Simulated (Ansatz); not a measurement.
# AlCl2H3O: the cost of one run

Method: RKS PBE-D4/6-31G*, in Ansatz 0.2.0.

## 1. The system as given

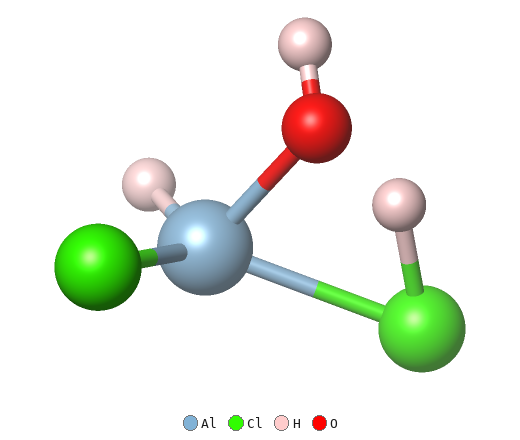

Start, viewed from a chosen angle; aluminium light blue, chlorine green, hydrogen pink, oxygen red.

Coordinates:

```xyz
7

Al    0.0000    0.0000    0.0000
Cl    0.0000    0.0000    2.5800
Cl    1.9312    0.0000   -1.1150
H    -1.3510    0.0000   -0.7800
O     0.4375   -1.9248    0.6559
H    -0.1954   -2.5811    0.2213
H     0.3128   -1.3761    1.8287
```

## 2. A restrained relaxation towards end A

Springs on the bonds that form and break draw the guess towards this end; the thresholds are loose.

The input, input.yaml:

```yaml
crystal:
  periodic: [false, false, false]
  atoms:
    - { symbol: Al, position_ang: [0.0, 0.0, 0.0] }
    - { symbol: Cl, position_ang: [0.0, 0.0, 2.58] }
    - { symbol: Cl, position_ang: [1.9312, 0.0, -1.115] }
    - { symbol: H, position_ang: [-1.351, 0.0, -0.78] }
    - { symbol: O, position_ang: [0.4375, -1.9248, 0.6559] }
    - { symbol: H, position_ang: [-0.1954, -2.5811, 0.2213] }
    - { symbol: H, position_ang: [0.3128, -1.3761, 1.8287] }
basis:
  gaussian: { orbitals: "6-31G*" }
hamiltonian:
  xc: pbe
  dispersion: d4
relax:
  f_tol: 0.15
  max_steps: 25
  restrain:
    - { distance: [0, 4], at: 2.98, k: 30.0 }
    - { distance: [6, 1], at: 2.57, k: 30.0 }
    - { distance: [0, 1], at: 2.23, k: 30.0 }
    - { distance: [6, 4], at: 1.01, k: 30.0 }
```

Run with:

```
$ ansatz run input.yaml --threads 2 --pin off --max-ram 3072MiB --backend cpu --events-out ev --progress --plain --runs-dir out
```

What time and memory should one allow on 2 threads of Arm Neoverse V2, shared host?

About 17 s, with a peak of 0.12 GiB.
